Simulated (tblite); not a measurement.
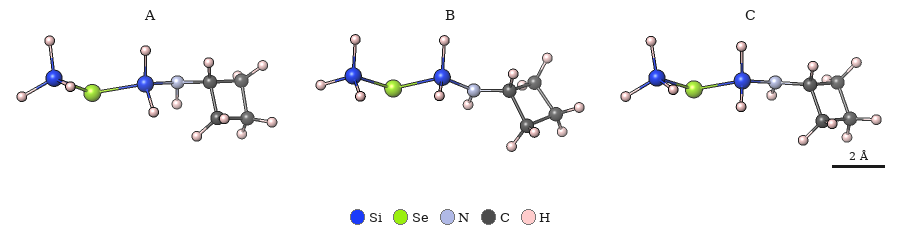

3 geometries from one relaxation of C$_{4}$H$_{13}$NSeSi$_{2}$, in shuffled order. A ball-and-stick model, seen at a tilt.

All numbers below come from GFN2-xTB geometry optimisation, gas phase in tblite 0.8.0. 

Order the frames from highest to lowest energy.

Answer. A, C, B. They are steps 0, 41, 115, at +19.3 kcal/mol, +1.06 kcal/mol relative to the last. After 115 geometry steps the energy has fallen by 19.3 kcal/mol. The atom that moves furthest after the best rigid fit is an H atom (1.06 Å). Largest moves by element: H 1.06 Å, N 0.65 Å, C 0.50 Å, Si 0.42 Å, Se 0.18 Å. Among the contacts that change: N–Si 1.800 → 1.700 Å, C–C 1.496 → 1.542 Å, Se–Si 2.263 → 2.296 Å, H–N 1.042 → 1.010 Å. Bond angles that change, for instance: Si–N–C 105.5° → 124.9°, N–C–C 108.3° → 117.6°, Se–Si–N 112.1° → 103.1°. Groups turn about C–C by about 25°, Se–Si by about 25°, C–C by about 20°.
